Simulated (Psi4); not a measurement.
# HfH4O4 (SMILES O[Hf](O)(O)O) at BHLYP/def2-SVP (core potential)

Aim: the vertical ionisation energy of HfH4O4 at BHLYP/def2-SVP (core potential), from 2 runs. 

The calculation is run with Psi4 1.11.

5 further runs of the same task are left out: 3 that didn't finish, 2 set aside as unsound or not needed.

## Step 1: The system as given

HfH4O4: 9 atoms, total charge 0, spin state singlet. As SMILES, `O[Hf](O)(O)O`. The coordinates come from a PBE0-D4/def2-TZVP relaxation. This is one conformer, not always the lowest.

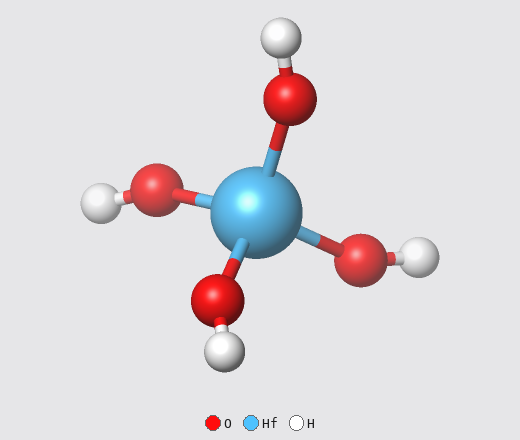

The structure, seen from a chosen angle (oxygen red, hafnium blue, hydrogen white).

## Step 2: Energy and gradient at BHLYP/def2-SVP (core potential)

Input file calc.in:

```
memory 2200 MB

molecule m {
  0 1
  O
  Hf 1 1.934836
  O 2 1.934844 1 109.72882
  O 2 1.934846 1 109.34389 3 119.92069
  O 2 1.934852 1 109.34144 4 120.15769
  H 1 0.950876 2 155.65261 3 -99.00518
  H 3 0.950883 2 155.64124 1 -99.07291
  H 4 0.95088 2 155.65326 1 -141.01142
  H 5 0.950879 2 155.63379 1 -20.81999
  symmetry c1
}

set {
  puream               true
  e_convergence        1e-09
  d_convergence        1e-08
  scf_type             pk
  dft_radial_points    99
  dft_spherical_points 590
}

E, wfn = gradient('bhhlyp/def2-SVP', return_wfn=True)
print_variables()
```

The run is started by

```console
$ psi4 -i calc.in -o calc.out -n 1
```

calc.out:

```text
[...]
    !!!  WARNING: ECP capability is in beta. Please check occupations closely.  !!!
[...]
  Running in c1 symmetry.
[...]
  Nuclear repulsion =  209.799067473132112
[...]
  Multiplicity = 1
[...]
  Nalpha       = 24
  Nbeta        = 24
[...]
    Number of basis functions: 108
[...]
   @RKS iter   1:  -350.50697984604761   -9.97283e-01   1.13960e-02 DIIS/ADIIS
[...]
   @RKS iter  12:  -351.09018079634984   -3.35376e-12   1.59236e-09 DIIS
[...]
    Orbital Energies [Eh]
    ---------------------
    Doubly Occupied:
       1A    -19.653308     2A    -19.653210     3A    -19.653208
       4A    -19.653204     5A     -2.639752     6A     -1.432771
       7A     -1.432769     8A     -1.432588     9A     -1.068721
      10A     -1.049866    11A     -1.049470    12A     -1.049465
      13A     -0.571065    14A     -0.552682    15A     -0.552678
      16A     -0.552487    17A     -0.415381    18A     -0.413448
      19A     -0.389116    20A     -0.389111    21A     -0.388016
      22A     -0.370349    23A     -0.365701    24A     -0.365698
[...]
  @RKS Final Energy:  -351.09018079634984
   => Energetics <=
    Nuclear Repulsion Energy =            209.7990674731321121
    One-Electron Energy =                -915.9622348928783140
    Two-Electron Energy =                 376.8529701979758784
    DFT Exchange-Correlation Energy =     -21.7799835745795427
    Empirical Dispersion Energy =           0.0000000000000000
    VV10 Nonlocal Energy =                  0.0000000000000000
    Total Energy =                       -351.0901807963498413
[...]
 Multipole Moments:
 ------------------------------------------------------------------------------------
     Multipole            Electronic (a.u.)      Nuclear  (a.u.)        Total (a.u.)
 ------------------------------------------------------------------------------------
 L = 1.  Multiply by 2.5417464519 to convert [e a0] to [Debye]
 Dipole X            :          0.0002906           -0.0003780           -0.0000874
 Dipole Y            :          0.0001852           -0.0005161           -0.0003309
 Dipole Z            :          0.0000493           -0.0003335           -0.0002842
 Magnitude           :                                                    0.0004449
[...]
  -Total Gradient:
     Atom            X                  Y                   Z
    ------   -----------------  -----------------  -----------------
       1       -0.003643275013    -0.000737036002     0.006277019657
       2       -0.000003844577    -0.000005675437    -0.000003121012
       3        0.003647778162     0.005662430180    -0.002819317101
       4       -0.005560872618    -0.000360516387    -0.004709847278
       5        0.005559648954    -0.004551751750     0.001253058952
       6        0.002887637363     0.000450420766    -0.002720640726
       7       -0.002890864824    -0.002411932924     0.001347846363
       8        0.002490237805    -0.000683591749     0.003051438341
       9       -0.002486582754     0.002637662507    -0.001676437301
[...]
```

Wall time 20 s (1 thread of AMD EPYC 9R45 (Zen 5), shared host); peak memory 1 GiB.

## Step 3: The doublet cation: a single-point energy at UBHLYP/def2-SVP (core potential)

Input file calc.dat:

```
memory 2200 mb

molecule {
  1 2
  O     -0.465480     0.093230     1.875660
  Hf    -0.000030    -0.000030    -0.000040
  O      1.882280     0.386640    -0.225910
  O     -0.373310    -1.778130    -0.665360
  O     -1.043620     1.298150    -0.984570
  H     -0.650000    -0.255480     2.740830
  H      2.637200     0.928630    -0.427210
  H     -0.213580    -2.562040    -1.179310
  H     -1.773460     1.889040    -1.134080
  symmetry c1
  no_reorient
  no_com
}

set basis def2-SVP
set reference uks
set puream true
set e_convergence 1e-09
set d_convergence 1e-08
set scf_type pk
set dft_radial_points 99
set dft_spherical_points 590
set maxiter 100

result, w = energy('bhhlyp', return_wfn=True)
oeprop(w, 'QUADRUPOLE', 'MAYER_INDICES', 'DIPOLE', title='BHHLYP')
print_variables()
```

The run is started by

```console
$ psi4 calc.dat calc.out -n 1
```

calc.out:

```text
[...]
    !!!  WARNING: ECP capability is in beta. Please check occupations closely.  !!!
[...]
  Running in c1 symmetry.
[...]
  Nuclear repulsion =  209.799067165446104
[...]
  Multiplicity = 2
[...]
  Nalpha       = 24
  Nbeta        = 23
[...]
    Number of basis functions: 108
[...]
   @UKS iter   1:  -350.26303065587570   -7.13281e-01   9.51832e-03 DIIS/ADIIS
[...]
   @UKS iter  34:  -350.69163257448264   -1.80762e-11   6.39425e-09 DIIS
[...]
   @S^2 Observed:                7.914992048E-01
[...]
    Orbital Energies [Eh]
    ---------------------
    Alpha Occupied:
       1A    -19.976082     2A    -19.976012     3A    -19.844458
       4A    -19.844403     5A     -2.863607     6A     -1.666849
       7A     -1.657888     8A     -1.651744     9A     -1.374103
      10A     -1.361707    11A     -1.244311    12A     -1.235469
      13A     -0.853555    14A     -0.843038    15A     -0.752325
      16A     -0.743293    17A     -0.735449    18A     -0.717566
      19A     -0.690391    20A     -0.680679    21A     -0.588190
      22A     -0.576389    23A     -0.573266    24A     -0.553018
    Alpha Virtual:
      25A     -0.154320    26A     -0.132014    27A     -0.126982
[...]
  @UKS Final Energy:  -350.69163257448264
   => Energetics <=
    Nuclear Repulsion Energy =            209.7990671654461039
    One-Electron Energy =                -904.6089796946682782
    Two-Electron Energy =                 365.6955683616947113
    DFT Exchange-Correlation Energy =     -21.5772884069551658
    Empirical Dispersion Energy =           0.0000000000000000
    VV10 Nonlocal Energy =                  0.0000000000000000
    Total Energy =                       -350.6916325744826395
[...]
 Multipole Moments:
 ------------------------------------------------------------------------------------
     Multipole            Electronic (a.u.)      Nuclear  (a.u.)        Total (a.u.)
 ------------------------------------------------------------------------------------
 L = 1.  Multiply by 2.5417464519 to convert [e a0] to [Debye]
 Dipole X            :          0.8054900           -0.0023433            0.8031468
 Dipole Y            :          0.2740707           -0.0020598            0.2720109
 Dipole Z            :          0.9389059           -0.0031936            0.9357123
 Magnitude           :                                                    1.2627716
 L = 2.  Multiply by 1.3450342976 to convert [e a0^2] to [Debye ang]
 Quadrupole XX       :       -201.8121405          180.2435056          -21.5686350
 Quadrupole XY       :          1.6345028           -0.8599116            0.7745913
[...]
```

Wall time 53 s (1 thread of AMD EPYC 9R45 (Zen 5), shared host); peak memory 1 GiB.

## Step 4: Summary of results

At BHLYP/def2-SVP (core potential):

| quantity | value |
| --- | --- |
| singlet HfH4O4: total energy | -351.09018 Eh |
| singlet HfH4O4: dipole moment | 0.00 D |
| singlet HfH4O4: HOMO energy | -9.95 eV |
| singlet HfH4O4: LUMO energy | 0.74 eV |
| singlet HfH4O4: HOMO–LUMO gap | 10.69 eV |
| singlet HfH4O4: largest force on an atom | 0.375 eV/Å |
| doublet cation: total energy | -350.69163 Eh |
| doublet cation: HOMO energy (highest over α and β) | -15.02 eV |
| doublet cation: LUMO energy (lowest over α and β) | -11.78 eV |
| doublet cation: ⟨S²⟩ | 0.791 |
| vertical ionisation energy (to the doublet cation) | 10.845 eV |

**Reading.** Removing an electron at fixed nuclei costs 10.85 eV (250 kcal/mol). The largest force (singlet HfH4O4) is 0.38 eV/Å: the shape isn't a stationary point for this species at this level. The negative HOMO energy of the first species, 9.95 eV, lies 0.89 eV below that difference.
